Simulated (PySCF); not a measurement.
## Electronic structure of C5H14BNO2 in real space

```xyz
23

C    -1.8819    1.3841    0.7301
C    -1.8824   -0.1217    0.4972
C    -0.7773   -0.5679   -0.4721
C    -0.9365   -2.0436   -0.8409
O     0.4867   -0.4048    0.1317
B     1.3636    0.6163   -0.0956
N     1.1774    1.6826   -1.0011
O     2.5419    0.6272    0.6087
C     2.8401   -0.3982    1.5248
H    -0.9035    1.7092    1.0761
H    -2.1162    1.9148   -0.1907
H    -2.6248    1.6520    1.4780
H    -1.7254   -0.6368    1.4467
H    -2.8479   -0.4330    0.0940
H    -0.8409    0.0356   -1.3897
H    -0.8987   -2.6528    0.0583
H    -0.1268   -2.3477   -1.4991
H    -1.8853   -2.2064   -1.3448
H     0.3647    1.8261   -1.5690
H     1.8862    2.3808   -1.1166
H     3.7064   -0.0739    2.1035
H     1.9971   -0.5874    2.1937
H     3.0787   -1.3276    0.9996
```

Geometry: GFN2-xTB.

These are results of PBE0/pcSseg-1, SCF density, gas phase, non-relativistic in PySCF 2.14.0, not measurements.

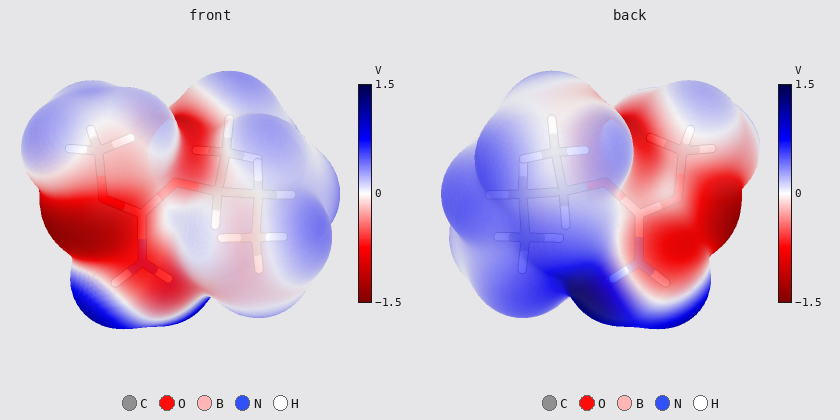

Figure 1. The molecular electrostatic potential painted on the density surface at 0.001 e/bohr³, seen from the front and from behind; the colour scale runs from red (negative) to blue (positive).

Q: Which sites attract a positive test charge, and which a negative one?

A: A positive charge is drawn to the negative regions and a negative charge to the positive ones. The most negative region (about −1.4 V, or −32 kcal/mol for a unit charge) lies over O8, the most positive (about +1.3 V, or +30 kcal/mol for a unit charge) over H19. O8 is the likeliest acceptor of a hydrogen bond.

Q: What dipole moment does the calculation give?

A: Its dipole moment is 1.69 D.

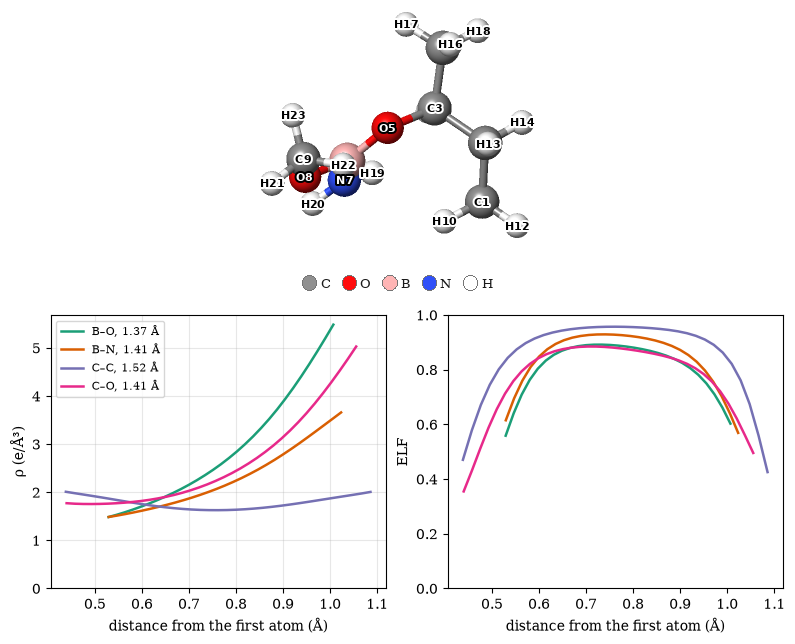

Figure 2. Electron density and electron localisation function along straight lines between neighbouring atoms. The curves leave out the atomic cores. The structure is drawn too.

Q: Compare the contacts.

A: B–O (1.37 Å): ρ is about 2.1 e/Å³ halfway; the ELF peaks at about 0.90 between the atoms: a short, strongly polar bond.
B–N (1.41 Å): ρ at the midpoint is about 1.9 e/Å³; the ELF peaks at about 0.95 between the atoms (a short, strongly polar bond).
C–C (1.52 Å): the density is about 1.6 e/Å³ at the midpoint; the ELF peaks at about 0.95 between the atoms (a covalent bond).
C–O (1.41 Å): ρ at the midpoint is about 2 e/Å³, with its minimum of 1.8 e/Å³ about 0.5 Å from C; the ELF peaks at about 0.90 between the atoms: a shared but strongly polarised pair.
